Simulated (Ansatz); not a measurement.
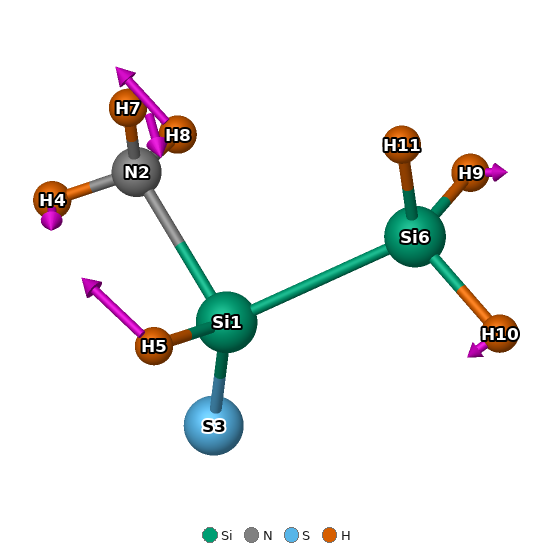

The arrows show one normal mode. Harmonic vibrations computed with RKS PBE0-D4/def2-TZVP (Ansatz 0.2.0) at a stationary point of the same level.

Question: What kind of motion is it?

Answer: Mostly angle bending.

Question: At what wavenumber does it lie?

Answer: 652 cm⁻¹; it is mode 10 of 27 counted from the lowest.
